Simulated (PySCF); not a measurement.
## Electronic structure of C$_{2}$H$_{9}$NSi (SMILES [H][Si]([H])(C)NC) in real space

Input file:

```
{"job": {"kind": "uv", "xc": "wB97X-D", "basis": "def2-SVPD", "ip": true, "nstates": 10}, "charge": 0, "multiplicity": 1}
Si     0.560708     0.585552     0.235737
H      0.793699     0.512842     1.713804
H      1.925787     0.660039    -0.397740
C     -0.384764     2.131666    -0.240546
H      0.172144     3.026076     0.079898
H     -1.379025     2.155760     0.230150
H     -0.514947     2.198004    -1.332392
N     -0.372261    -0.805666    -0.210129
C     -0.034201    -2.158175     0.159164
H     -0.909652    -0.740637    -1.068075
H      0.680964    -2.654675    -0.526820
H      0.424849    -2.167029     1.160979
H     -0.932670    -2.795859     0.218160
```

Run with:

```sh
OMP_NUM_THREADS=1 python probes_run.py task.json out
```

Geometry: PBE0-D3(BJ)/def2-SVP.

The calculation used PySCF 2.14.0, wB97X-D/def2-SVPD, SCF density, gas phase.

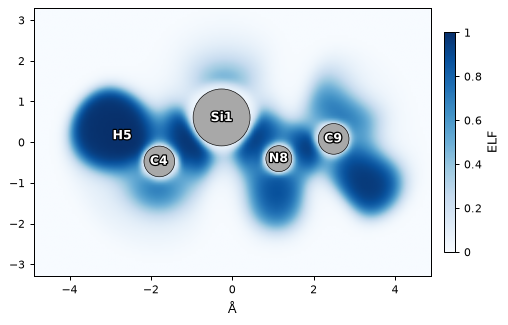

Figure 1. ELF on the plane of atoms C4, Si1 and N8. Grey discs cover the atomic cores.

### Interpret the plot.

- Atoms in the plane: Si, C, H and N.
- C–N (1.44 Å): the ELF peaks at about 0.95 between the atoms; a shared electron pair.
- Si–N (1.73 Å): the ELF peaks at about 0.90 between the atoms, as expected for a polar covalent bond.
- C–Si (1.87 Å): the ELF peaks at about 0.95 between the atoms; localised, covalent bonding.
- C–H (1.10 Å): the ELF climbs to about 1 towards the hydrogen, as it does in any bond to H; a covalent bond by its length.

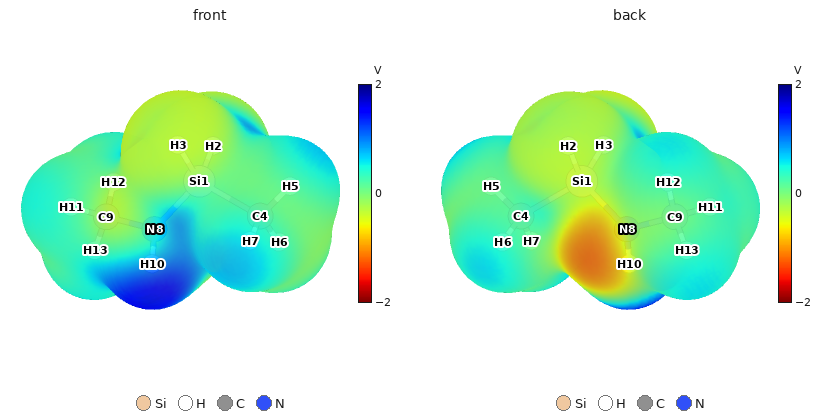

Figure 2. The molecular electrostatic potential painted on the density surface at 0.002 e/bohr³, seen from the front and from behind; the colour scale runs from red (negative) to blue (positive).

### Where is the surface potential most negative and most positive?

The most negative region (about −1.1 V) lies over N8, the most positive (about +1.6 V) over H10. N8 is the likeliest acceptor of a hydrogen bond.
